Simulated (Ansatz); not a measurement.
# C3H5Si (charge -1): rigid torsion scan from a Python script

The task is a rigid torsion scan, for C3H5Si (charge -1). SMILES: [C-]#CC[SiH3].

Computed with the Python package of Ansatz 0.2.0. Level of theory: r2SCAN+D3(BJ)/def2-SVP.

## (1) The structure

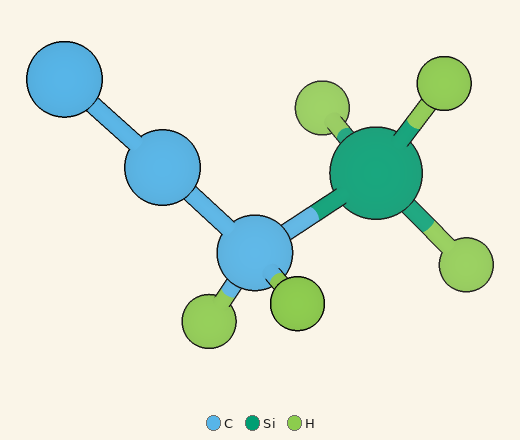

The structure that the script starts from, seen from a chosen angle (carbon blue, silicon teal, hydrogen green).

The script holds or builds the structure itself.

## (2) Script

Contents of run_torsion.py:

```python
'''Rigid torsion scan of C3H5Si(-).'''

from dataclasses import dataclass
import warnings

import ansatz as az
from ase import Atoms


@dataclass(frozen=True)
class Settings:
    basis_set: str = 'def2-SVP'
    functional: str = 'r2SCAN'
    dispersion: str = 'd3bj'
    net_charge: int = -1
    force_tol: float = 0.02


settings = Settings()

warnings.simplefilter('ignore', az.DeckWarning)

atoms = Atoms(['C', 'C', 'C', 'Si', 'H', 'H', 'H', 'H', 'H'], positions=[
    (2.8817, 1.0039, 0.4731),
    (1.6219, 0.1572, 0.2063),
    (0.4356, -0.6649, -0.0485),
    (-1.1267, 0.3322, -0.0784),
    (0.5547, -1.1859, -1.0049),
    (0.3596, -1.4398, 0.7222),
    (-1.3552, 1.0037, 1.2263),
    (-2.2853, -0.5602, -0.3405),
    (-1.0861, 1.3538, -1.1555),
])

# start the scan from a relaxed geometry
first = az.Crystal.molecule_from_ase(atoms).calculation()
first = first.basis(gaussian=settings.basis_set)
first = first.functional(settings.functional, dispersion=settings.dispersion)
first = first.charge(settings.net_charge)
first = first.relax(force_tolerance=settings.force_tol, max_steps=80)
atoms.positions = first.run(threads=1).report['positions_ang']

start = atoms.get_dihedral(1, 2, 3, 6)
energies = {}
for turn in range(0, 121, 20):
    turned = atoms.copy()
    turned.set_dihedral(1, 2, 3, 6, start + turn, indices=[3, 6, 7, 8])
    calc = (
        az.Crystal.molecule_from_ase(turned).calculation()
        .basis(gaussian=settings.basis_set)
        .functional(settings.functional, dispersion=settings.dispersion)
        .charge(settings.net_charge)
    )
    energies[round((start + turn) % 360)] = calc.run(threads=1).report['free_energy_ev']
floor = min(energies.values())
print('dihedral C1-C2-Si3-H6 (deg)   E - E(min) (kcal/mol)')
for angle, e in sorted(energies.items()):
    print(f'{angle:8d} {23.060548 * (e - floor):14.3f}  ' + '#' * int(30 * (e - floor) / max(max(energies.values()) - floor, 1e-9)))
```

## (3) The run

Launch:

```bash
python run_torsion.py
```

The log of the run:

```text
dihedral C1-C2-Si3-H6 (deg)   E - E(min) (kcal/mol)
      19          4.257  ########################
      39          2.006  ###########
      59          0.925  #####
     299          0.000
     319          1.208  ######
     339          3.771  #####################
     359          5.268  ##############################
```

Wall time 49 s (1 thread of AMD EPYC 7B13 (Zen 3), shared host); peak memory 0.22 GiB.

## (4) How the relaxation of run 0 went

Step by step:

```
step  energy from step 1 (eV)  largest force component (eV/Å)
   1                   0.0000                          8.7366
   2                  -2.0210                          2.0671
   3                  -2.0553                          1.5888
   4                  -2.0819                          0.2712
   5                  -2.0883                          0.1783
   6                  -2.0942                          0.2407
   7                  -2.0958                          0.1421
   8                  -2.0946                          0.2754
   9                  -2.0963                          0.0087
```

Step 1 is the start. Step 8 was tried and not accepted.

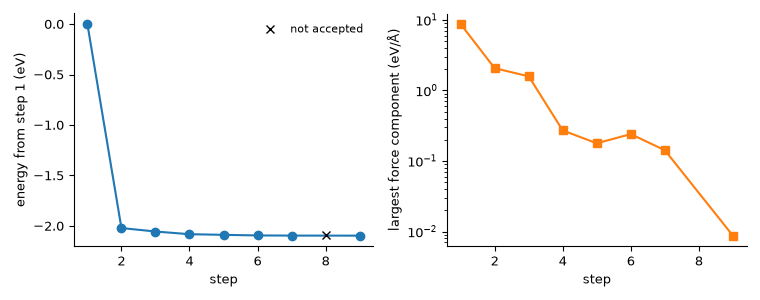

Energy and largest force along the relaxation.

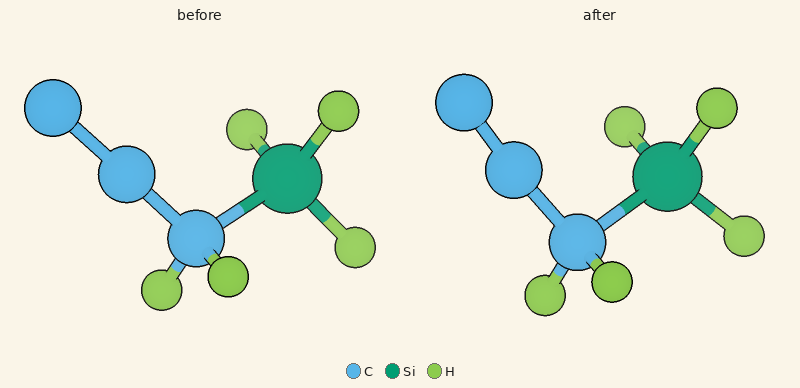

The structure before (left) and after (right) the relaxation, drawn at the same scale.

Before: Bond lengths: C1–C2 1.541 Å, C2–C3 1.466 Å, C3–Si4 1.854 Å, C3–H5 1.096 Å, C3–H6 1.096 Å, Si4–H7 1.485 Å, Si4–H8 1.486 Å, Si4–H9 1.485 Å. Angles: C1–C2–C3 179.2°, C2–C3–Si4 112.5°, C2–C3–H5 109.3°, C2–C3–H6 109.3°, Si4–C3–H5 109.5°, Si4–C3–H6 109.5°, H5–C3–H6 106.6°, C3–Si4–H7 111.0°, C3–Si4–H8 109.7°, C3–Si4–H9 111.0°, H7–Si4–H8 107.9°, H7–Si4–H9 109.3°, H8–Si4–H9 107.9°.

After: Bond lengths: C1–C2 1.258 Å, C2–C3 1.464 Å, C3–Si4 1.881 Å, C3–H5 1.113 Å, C3–H6 1.113 Å, Si4–H7 1.496 Å, Si4–H8 1.527 Å, Si4–H9 1.496 Å. Angles: C1–C2–C3 174.5°, C2–C3–Si4 103.9°, C2–C3–H5 114.5°, C2–C3–H6 114.5°, Si4–C3–H5 109.3°, Si4–C3–H6 109.3°, H5–C3–H6 105.3°, C3–Si4–H7 111.1°, C3–Si4–H8 115.1°, C3–Si4–H9 111.1°, H7–Si4–H8 105.0°, H7–Si4–H9 109.1°, H8–Si4–H9 105.0°.

Run 0 is this relaxation; the runs after it count from 1.

## (5) Run by run

From the records of these 7 runs:

| run | turn (°) | energy from run 1 (eV) | SCF cycles | CPU time (s) |
| --- | --- | --- | --- | --- |
| 1 | 0 | 0.0000 | 18 | 2.7 |
| 2 | 20 | 0.0524 | 18 | 2.7 |
| 3 | 40 | 0.1635 | 17 | 2.5 |
| 4 | 60 | 0.2284 | 19 | 2.8 |
| 5 | 80 | 0.1846 | 18 | 2.7 |
| 6 | 100 | 0.0870 | 18 | 2.6 |
| 7 | 120 | 0.0401 | 18 | 2.6 |

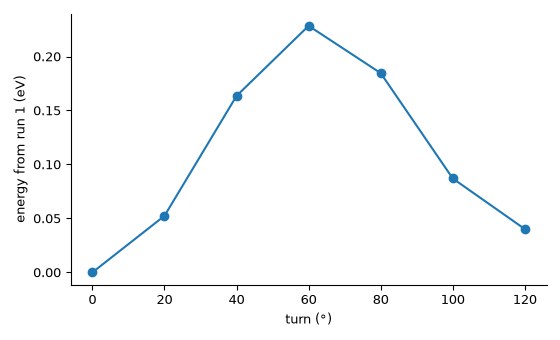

Energy against turn; lines join the points.

## (6) Results

| quantity | value |
| --- | --- |
| runs compared | 7 |
| range of energy | 0.228 eV |
| lowest point, turn (°) | 0 |

In words: The lowest point lies at a turn of 0°, the highest 0.228 eV (22.0 kJ/mol) above it at 60°. The grid can miss the true lowest and highest points, and the rest of the molecule is held rigid. Run 0: The relaxation took 7 moves; the largest shift is 0.444 Å, of atom 1 (C). Reading the output:
- The scan is rigid and the energies are electronic, in a modest basis. With rigid groups the curve can differ much from the relaxed path, the start wasn't checked as a minimum of this torsion, and equivalent turns needn't return to the same energy.
- Anions want diffuse functions, which this basis lacks.
- A dispersion term here runs with damping parameters fitted for another variant or functional.
- The script silences the warnings on its input, which a real study should read.
